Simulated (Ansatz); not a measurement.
# Geometry relaxation of C₃H₇FGeO (part 1 of 2)

System: C₃H₇FGeO, SMILES CC(C)[O][Ge][F].
Method: RKS PBE-D4/def2-SVP (Ansatz 0.2.0).

The geometry: force-field start. Figures and captions count atoms from 1; the log counts them from 0 in places.

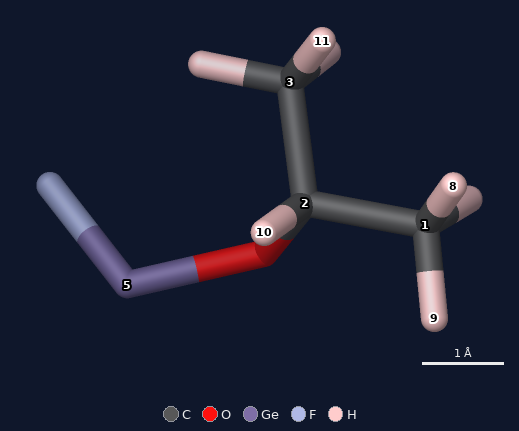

*The starting structure (stick view, seen at a tilt; atoms are numbered from 1 in the order of the input). Sticks mark near contacts.*

Bond lengths as drawn: C–C 1.53 to 1.54 Å, C–H 1.05 to 1.17 Å, C–O 1.37 Å, F–Ge 1.75 Å and Ge–O 1.76 Å.

Results in brief

| quantity | value |
| --- | --- |
| outcome | converged |
| total energy | −64478.4919 eV |
| mean-field energy | −64478.2139 eV |
| dispersion energy | −0.2780 eV |
| SCF solution under orbital rotations | stable |
| largest force (length of the vector) at the end | 0.014 eV/Å |
| dipole moment | 2.77 D |
| hardware | 8 threads of Arm Neoverse V1, 23 GiB of memory available, shared host |
| wall time | 19 s (CPU time 2.1 min) |
| peak memory | 0.22 GiB |

Input
```yaml
crystal:
  periodic: [false, false, false]
  atoms:
    - {symbol: C, position_ang: [-0.723400, -1.332200, 0.762100]}
    - {symbol: C, position_ang: [-0.022200, -0.017000, 0.364900]}
    - {symbol: C, position_ang: [0.730500, -0.241500, -0.947700]}
    - {symbol: O, position_ang: [-0.886800, 1.034100, 0.187500]}
    - {symbol: Ge, position_ang: [-0.183700, 2.606500, 0.533300]}
    - {symbol: F, position_ang: [0.371100, 3.362200, -0.945900]}
    - {symbol: H, position_ang: [-1.468200, -1.566200, -0.041400]}
    - {symbol: H, position_ang: [-0.021900, -2.109300, 0.901000]}
    - {symbol: H, position_ang: [-1.327100, -1.103800, 1.737700]}
    - {symbol: H, position_ang: [0.701400, 0.193300, 1.218800]}
    - {symbol: H, position_ang: [1.454700, -1.096200, -0.795800]}
    - {symbol: H, position_ang: [0.086300, -0.449800, -1.755900]}
    - {symbol: H, position_ang: [1.309800, 0.685000, -1.203800]}
basis:
  gaussian: {orbitals: def2-SVP}
hamiltonian: {xc: pbe, dispersion: d4}
relax: {f_tol: 0.03, max_steps: 200}
```

Command:
```bash
ansatz run in.yaml --threads 8 --pin off --events-out ev --progress --plain --max-ram 18278MiB
```

Output
```
Functional definition: PBE
  name "PBE"
  cite "Perdew, Burke & Ernzerhof, Phys. Rev. Lett. 77, 3865 (1996) doi:10.1103/PhysRevLett.77.3865"
  parent pbe
  parameter kappa = 0.804
  parameter beta = 0.06672455060314922
  exchange = pbe_x(kappa = kappa, mu = beta*pi^2/3)
  correlation = pbe_c(beta = beta)
1522 factors; their error is unknown
mean field evaluation 1: about -64462.6301 eV, gradient 8.2e1 eV
mean field evaluation 2: about -64376.8710 eV, gradient 1.9e2 eV
mean field evaluation 4: about -64476.9287 eV, gradient 1.7e1 eV
mean field evaluation 8: about -64477.4654 eV, gradient 2.5e-1 eV
mean field evaluation 16: about -64477.3862 eV, gradient 2.7e-3 eV
mean field -64477.38621752 eV, -2369.5002391518 hartree, gradient 1.5e-5 eV, S^2 0.000000; 0 other end points of the search recorded, 0 dependent functions left out
the calculation of the forces begins
reference -64477.38625355 eV, -2369.5002404758 hartree; 37, 37 occupied and 100, 100 virtual orbitals, 1522 factors
relax step   1: F+E_penalty+E_count = -64477.67846074 eV  Δ(F+E_penalty+E_count) = +0.000e0 eV  max|allowed force component| = 2.733e0 eV/Å  Δτ_max = 0.0000 Å  (31 SCF iters, accepted)
these checks for a lower state are left out or cut short: starts, cluster_reference, orbital_swaps, neighbouring_geometries, increment
1522 factors; their error is unknown
mean field -64477.85795855 eV, -2369.5175753150 hartree, gradient 6.2e-6 eV, S^2 0.000000; 0 other end points of the search recorded, 0 dependent functions left out
[... from here on the field's lines of each further geometry are left out, up to the last ...]
relax step   2: F+E_penalty+E_count = -64478.14536848 eV  Δ(F+E_penalty+E_count) = -4.669e-1 eV  max|allowed force component| = 1.119e0 eV/Å  Δτ_max = 0.1663 Å  (32 SCF iters, accepted)
relax step   3: F+E_penalty+E_count = -64478.21913880 eV  Δ(F+E_penalty+E_count) = -7.377e-2 eV  max|allowed force component| = 5.701e-1 eV/Å  Δτ_max = 0.1934 Å  (32 SCF iters, accepted)
relax step   4: F+E_penalty+E_count = -64478.25253194 eV  Δ(F+E_penalty+E_count) = -3.339e-2 eV  max|allowed force component| = 6.259e-1 eV/Å  Δτ_max = 0.1942 Å  (38 SCF iters, accepted)
relax step   5: F+E_penalty+E_count = -64478.29529690 eV  Δ(F+E_penalty+E_count) = -4.276e-2 eV  max|allowed force component| = 7.399e-1 eV/Å  Δτ_max = 0.1952 Å  (38 SCF iters, accepted)
relax step   6: F+E_penalty+E_count = -64478.34519728 eV  Δ(F+E_penalty+E_count) = -4.990e-2 eV  max|allowed force component| = 7.324e-1 eV/Å  Δτ_max = 0.1950 Å  (39 SCF iters, accepted)
relax step   7: F+E_penalty+E_count = -64478.38657925 eV  Δ(F+E_penalty+E_count) = -4.138e-2 eV  max|allowed force component| = 6.863e-1 eV/Å  Δτ_max = 0.1800 Å  (32 SCF iters, accepted)
relax step   8: F+E_penalty+E_count = -64478.43061997 eV  Δ(F+E_penalty+E_count) = -4.404e-2 eV  max|allowed force component| = 5.561e-1 eV/Å  Δτ_max = 0.1941 Å  (39 SCF iters, accepted)
relax step   9: F+E_penalty+E_count = -64478.45976049 eV  Δ(F+E_penalty+E_count) = -2.914e-2 eV  max|allowed force component| = 2.721e-1 eV/Å  Δτ_max = 0.2000 Å  (31 SCF iters, accepted)
relax step  10: F+E_penalty+E_count = -64478.47993593 eV  Δ(F+E_penalty+E_count) = -2.018e-2 eV  max|allowed force component| = 1.954e-1 eV/Å  Δτ_max = 0.2000 Å  (38 SCF iters, accepted)
relax step  11: F+E_penalty+E_count = -64478.46882309 eV  Δ(F+E_penalty+E_count) = +1.111e-2 eV  max|allowed force component| = 6.764e-1 eV/Å  Δτ_max = 0.2000 Å  (37 SCF iters, rejected (line search))
relax step  12: F+E_penalty+E_count = -64478.49069190 eV  Δ(F+E_penalty+E_count) = -1.076e-2 eV  max|allowed force component| = 3.143e-2 eV/Å  Δτ_max = 0.0992 Å  (32 SCF iters, accepted)
relax step  13: F+E_penalty+E_count = -64478.49174619 eV  Δ(F+E_penalty+E_count) = -1.054e-3 eV  max|allowed force component| = 4.220e-2 eV/Å  Δτ_max = 0.0733 Å  (32 SCF iters, accepted)
relax step  14: F+E_penalty+E_count = -64478.49174496 eV  Δ(F+E_penalty+E_count) = +1.231e-6 eV  max|allowed force component| = 4.930e-2 eV/Å  Δτ_max = 0.0042 Å  (33 SCF iters, rejected (line search))
the calculation of the forces begins
reference -64478.21394929 eV, -2369.5306577333 hartree; 37, 37 occupied and 100, 100 virtual orbitals, 1522 factors
relax step  15: F+E_penalty+E_count = -64478.49187558 eV  Δ(F+E_penalty+E_count) = -1.294e-4 eV  max|allowed force component| = 1.211e-2 eV/Å  Δτ_max = 0.0020 Å  (25 SCF iters, accepted)
1522 factors; their error is unknown
mean field evaluation 128: about -64364.7365 eV, gradient 2.1e2 eV
```

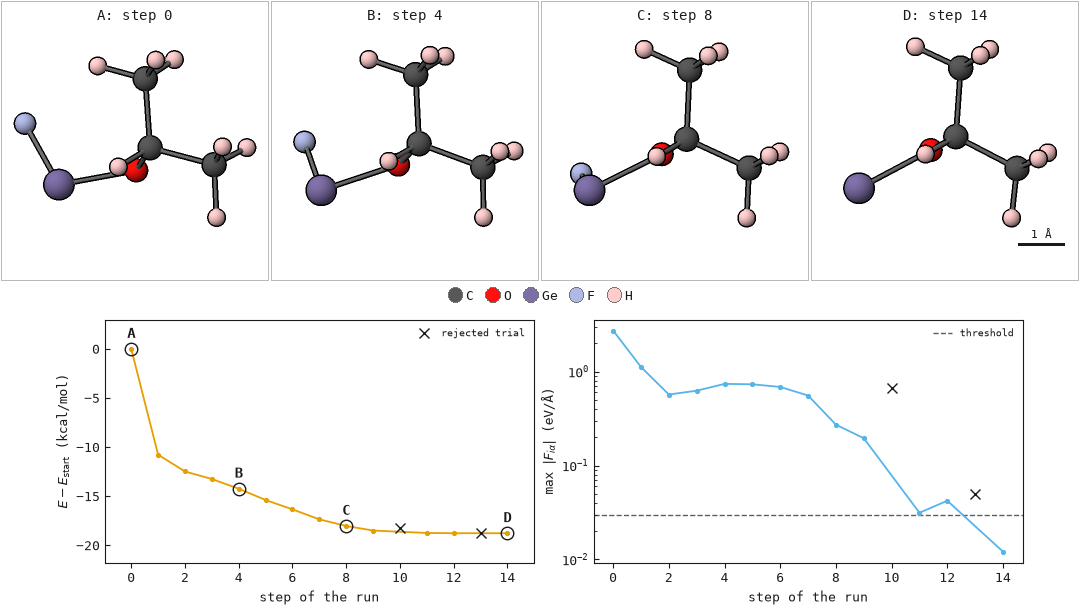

*Frames of the relaxation (ball-and-stick view, seen at a tilt) above the curves, on which the letters mark them (the first geometry is step 0 here and step 1 in the log).*

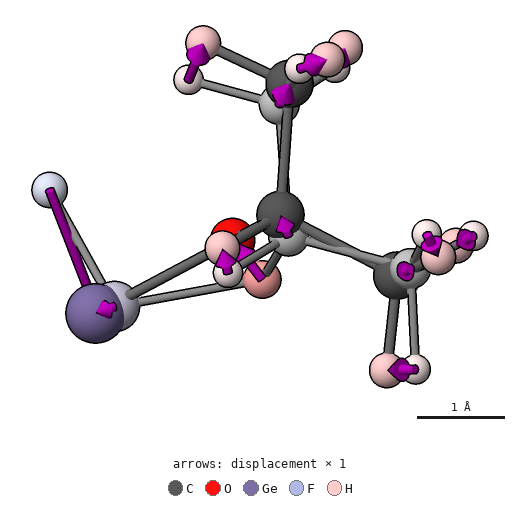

*Start (faint) and end (solid) with the displacements as pink arrows, at true length (ball-and-stick view, seen at a tilt). The two geometries are laid on each other by the best rigid fit.*

The atom that moves furthest after the best rigid fit is F6 (1.73 Å). By element the largest moves are F 1.73 Å, H 0.70 Å, O 0.57 Å, C 0.43 Å, Ge 0.27 Å. Among the contacts that change: C1–H9 1.170 → 1.108 Å, C2–O4 1.373 → 1.433 Å, C3–H12 1.054 → 1.109 Å, C1–H8 1.056 → 1.109 Å. Among the angles that change: O4–Ge5–F6 110.3° → 95.5°, C2–O4–Ge5 114.1° → 122.2°, C1–C2–O4 113.6° → 108.4°. After 14 geometry steps the energy has fallen by 18.8 kcal/mol. Largest force component: 2.7 eV/Å at the start, 0.012 eV/Å at the end. The line search rejected the trial steps at points 10, 13 (counted from 0) and went back. (Atoms are counted from 1 in the order of the input.)

```
mean field -64478.21391309 eV, -2369.5306564031 hartree, gradient 2.4e-5 eV, S^2 0.000000; 1 other end points of the search recorded, 0 dependent functions left out
the calculation of the forces begins
reference -64478.21394929 eV, -2369.5306577333 hartree; 37, 37 occupied and 100, 100 virtual orbitals, 1522 factors
Total energy: -64478.49191178 eV, -2369.5408726662 hartree
Atom 0 at    -0.841397    -1.052084     0.710537 Å, force     0.002852    -0.002320     0.002364 eV/Å
Atom 1 at     0.227902    -0.068371     0.239781 Å, force     0.002769    -0.008108    -0.002695 eV/Å
Atom 2 at     1.016179    -0.580423    -0.964197 Å, force    -0.000686     0.001264     0.003276 eV/Å
Atom 3 at    -0.414981     1.158942    -0.127053 Å, force    -0.011202    -0.003976    -0.007420 eV/Å
Atom 4 at    -0.030343     2.727348     0.683365 Å, force     0.004602     0.001127     0.012115 eV/Å
Atom 5 at    -1.168643     3.694238    -0.270796 Å, force    -0.002511     0.007803    -0.003972 eV/Å
Atom 6 at    -1.579807    -1.226478    -0.098272 Å, force     0.000927     0.000528     0.000252 eV/Å
Atom 7 at    -0.391133    -2.024964     0.994156 Å, force    -0.000488     0.002831    -0.000906 eV/Å
Atom 8 at    -1.384096    -0.648697     1.588425 Å, force    -0.000814     0.001022    -0.000580 eV/Å
Atom 9 at     0.944109     0.106848     1.083906 Å, force     0.001598     0.002824    -0.000892 eV/Å
Atom 10 at     1.523669    -1.538434    -0.731460 Å, force    -0.000797     0.000483    -0.000094 eV/Å
Atom 11 at     0.334659    -0.740515    -1.824293 Å, force     0.000630    -0.001088     0.000919 eV/Å
Atom 12 at     1.784382     0.157690    -1.269301 Å, force     0.003120    -0.002389    -0.002367 eV/Å
Dipole moment:     0.354427    -0.355326     0.282334 e Å
```

Trajectory as extended XYZ (Å, eV, eV/Å), 15 frames, from step=1 to step=15
```
13
Properties=species:S:1:pos:R:3:forces:R:3 step=1 energy=-64477.67846
C    -0.7234   -1.3322    0.7621   -2.7334   2.7169   0.8383
C    -0.0222   -0.0170    0.3649    1.2532  -2.1241  -0.0074
C     0.7305   -0.2415   -0.9477    2.5628   0.2679   1.8546
O    -0.8868    1.0341    0.1875   -1.9275   0.0737  -0.6842
Ge   -0.1837    2.6065    0.5333    0.2453   1.6611   1.9501
F     0.3711    3.3622   -0.9459    0.1032  -0.0156  -1.0719
H    -1.4682   -1.5662   -0.0414    0.2351  -0.1896   0.3118
H    -0.0219   -2.1093    0.9010    1.1030  -1.4110   0.3002
H    -1.3271   -1.1038    1.7377    0.8189  -0.6610  -1.2666
H     0.7014    0.1933    1.2188    0.0580   0.0105  -0.4299
H     1.4547   -1.0962   -0.7958   -0.2838   0.5010  -0.3726
H     0.0863   -0.4498   -1.7559   -1.3598  -0.4424  -1.3812
H     1.3098    0.6850   -1.2038   -0.0750  -0.3875  -0.0414
13
Properties=species:S:1:pos:R:3:forces:R:3 step=2 energy=-64478.14537
C    -0.7801   -1.2807    0.7763   -0.4991   0.8522   0.0705
C     0.0180   -0.0334    0.3371    0.5468  -1.1189   0.5121
C     0.8140   -0.2630   -0.9552    0.4646   0.0660   0.3818
O    -0.8606    1.0538    0.1983   -0.4659   0.3209  -0.3821
Ge   -0.2198    2.6687    0.6497    0.0530   0.5883   0.3676
F     0.2073    3.3336   -0.9455   -0.0458  -0.0544  -0.1331
H    -1.5328   -1.5327   -0.0033    0.1282  -0.0636   0.0241
H    -0.1045   -2.1248    0.9374    0.2117  -0.4458   0.0535
H    -1.3542   -1.0780    1.7228    0.3669  -0.0496  -0.4008
H     0.7723    0.1660    1.1584   -0.1187  -0.0051  -0.1210
H     1.5299   -1.1131   -0.8510   -0.1915   0.1333  -0.0055
H     0.1268   -0.4720   -1.7785   -0.3177  -0.1281  -0.4335
H     1.4042    0.6408   -1.2316   -0.1324  -0.0951   0.0665
13
Properties=species:S:1:pos:R:3:forces:R:3 step=3 energy=-64478.21914
C    -0.7881   -1.2584    0.7605    0.2241   0.0866  -0.0899
C     0.0668   -0.0487    0.3534   -0.0463  -0.5701   0.0538
C     0.8423   -0.3045   -0.9446   -0.1146   0.1047  -0.0321
O    -0.7952    1.0809    0.1884    0.2325   0.2293   0.0140
Ge   -0.2237    2.7304    0.6945   -0.0234   0.0388  -0.4389
F     0.0279    3.4055   -0.9529   -0.1134  -0.0636   0.3632
H    -1.5353   -1.4821   -0.0285    0.0370   0.0110  -0.0175
H    -0.1585   -2.1619    0.9251   -0.0832   0.1275  -0.0418
H    -1.3371   -1.0385    1.6912   -0.0788   0.0146   0.1563
H     0.8173    0.1339    1.1724   -0.1043   0.0224  -0.0542
H     1.5252   -1.1714   -0.8445   -0.0005  -0.0394   0.0224
H     0.1330   -0.5026   -1.7782    0.0678   0.0214   0.0853
H     1.4459    0.5826   -1.2220    0.0030   0.0167  -0.0208
```
